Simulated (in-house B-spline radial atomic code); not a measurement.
# Ru¹¹⁺: density, ELF and screening along the radius

How do the shells of Ru¹¹⁺ show in real space, and how much do the settings move them?

Method: several methods, spin-polarised, as named in each step; spherical all-electron atom at the radial basis limit. Code: in-house B-spline radial atomic code version 1.

## Step 1: What is computed

| Item | Value |
| --- | --- |
| element | ruthenium (Z = 44) |
| charge | +11 |
| electrons | 33 |
| configuration | [Ar] 3d10 4s2 4p3 |
| nucleus | point (non-relativistic runs) or finite (X2C runs) |

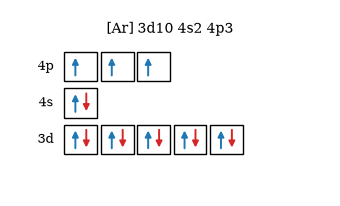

Occupation of the outer shells (arrows by Hund's rule).

Where spins are not typed, each open shell is filled with up spins first.

## Step 2: LDA (VWN5), non-rel.

Input settings:

```ini
Z = 44
electrons = 33.0
configuration = [Ar] 3d10 4s2 4p3
hamiltonian = nr
method = lda,vwn
spin_polarised = True
```

Launch:

```bash
python run_scf.py task.json out
```

The settings of every run stand in task.json; they run in order.

## Step 3: PBE, non-rel.

Input settings:

```ini
Z = 44
electrons = 33.0
configuration = [Ar] 3d10 4s2 4p3
hamiltonian = nr
method = pbe,pbe
spin_polarised = True
```

## Step 4: Hartree-Fock, non-rel.

Input settings:

```ini
Z = 44
electrons = 33.0
configuration = [Ar] 3d10 4s2 4p3
hamiltonian = nr
method = hf
spin_polarised = True
```

## Step 5: PBE0, non-rel.

Changes to the settings of step 4:

```diff
@@ -4,3 +4,3 @@
 hamiltonian = nr
-method = hf
+method = pbe0
 spin_polarised = True
```

## Step 6: TPSS, non-rel.

Changes to the settings of step 5:

```diff
@@ -4,3 +4,3 @@
 hamiltonian = nr
-method = pbe0
+method = tpss,tpss
 spin_polarised = True
```

Before running: How large is the system in each run, where do the shell borders lie, and what is the highest level?

**Answer**, as computed:

| run | total energy (hartree) | highest level (eV) | radius holding 50 / 90 / 99 % (bohr) | radius at n = 0.001 (bohr) | ELF minima on the full grid (bohr) |
| --- | --- | --- | --- | --- | --- |
| LDA (VWN5), non-rel. | -4400.6376 | -236.06 | 0.319 / 0.875 / 1.48 | 2.12 | 0.053, 0.20, 0.75 |
| PBE, non-rel. | -4404.9363 | -236.07 | 0.319 / 0.876 / 1.48 | 2.13 | 0.053, 0.20, 0.75 |
| Hartree-Fock, non-rel. | -4403.7895 | -247.05 | 0.319 / 0.878 / 1.48 | 2.13 | 0.053, 0.20, 0.76 |
| PBE0, non-rel. | -4405.0792 | -239.12 | 0.319 / 0.876 / 1.48 | 2.13 | 0.053, 0.20, 0.75 |
| TPSS, non-rel. | -4405.2237 | -236.42 | 0.319 / 0.876 / 1.48 | 2.13 | 0.053, 0.20, 0.75 |

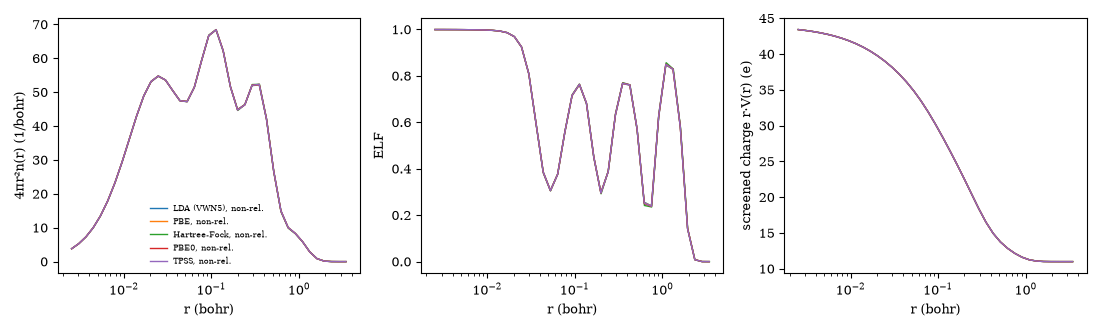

Radial density, ELF and screened nuclear charge of all runs.

What this shows: In the first run ELF has 3 minima on the grid, which mark the borders between shells. On the record's full grid the screened charge (r times the electrostatic potential) falls from 43.9 near the nucleus to 11.00 at 3.4 bohr; far out it tends to the net charge, 11. The grid is coarse (about 21 % a step), so the places of minima are rough.

Members of this set that are not shown: 2 used exact exchange with fractional occupations of an open shell, which is unsound here.
